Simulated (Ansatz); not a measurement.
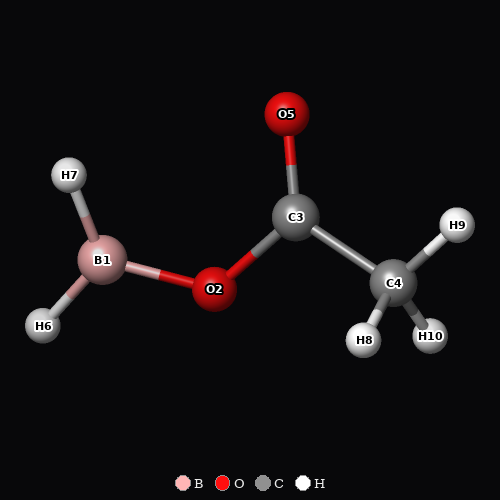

The system is C2H5BO2, SMILES BOC(C)=O; the picture shows the grid point nearest to the relaxed geometry. Two internal coordinates are moved rigidly from the geometry relaxed at PBE0-D4/def2-TZVP, all others fixed. Coordinates scanned: (1) bond C3–O5; (2) angle H10–C4–H8. The scan uses a 5 × 5 grid. All energies are given in eV relative to the lowest grid point. The calculation used Ansatz, RKS r2SCAN-D4/def2-TZVPP.

Its coordinates:

```
atom    x (Å)    y (Å)    z (Å)
   B  -0.3495   1.7772  -0.8692
   O  -0.6107   0.5819  -0.2657
   C   0.3041  -0.4476  -0.2417
   C   0.0871  -1.3257   0.9449
   O   1.1363  -0.6038  -1.1159
   H  -1.2685   2.5370  -0.9217
   H   0.7459   2.0257  -1.2698
   H   0.1759  -0.7378   1.8609
   H   0.8099  -2.1372   0.9436
   H  -0.9294  -1.7240   0.9185
```

Range: bond C3–O5 from 1.072 to 1.429 Å; angle H10–C4–H8 from 77 to 137°.

> What landscape does the calculation give?

The lowest grid point is at bond C3–O5 = 1.217 Å, angle H10–C4–H8 = 107°. No other kind of well shows on this grid. The highest grid point, bond C3–O5 = 1.429 Å, angle H10–C4–H8 = 77°, lies 2.07 eV above the lowest. Round the minimum the two coordinates are nearly uncoupled.

| angle H10–C4–H8 ↓, bond C3–O5 → | 1.072 | 1.130 | 1.217 | 1.317 | 1.429 |
| --- | --- | --- | --- | --- | --- |
| 137 | 1.56 | 0.89 | 0.68 | 1.12 | 2.04 |
| 122 | 1.04 | 0.38 | 0.17 | 0.63 | 1.55 |
| 107 | 0.86 | 0.20 | 0.00 | 0.46 | 1.39 |
| 92 | 1.01 | 0.36 | 0.16 | 0.63 | 1.57 |
| 77 | 1.51 | 0.85 | 0.66 | 1.13 | 2.07 |

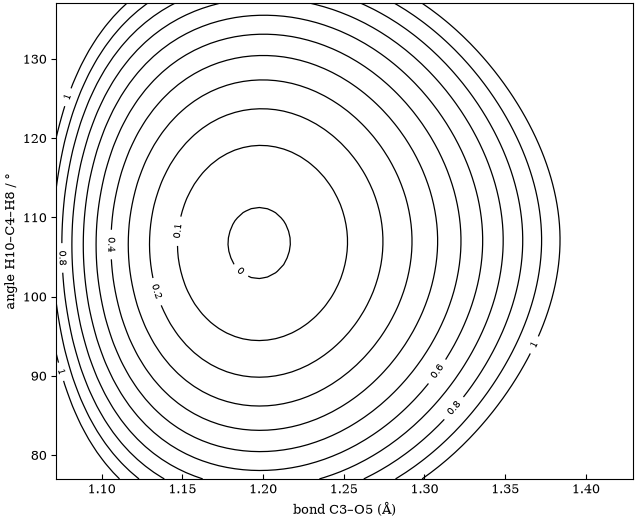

The picture shows contour lines labelled in eV (none above 1). Between grid points the surface is interpolated.
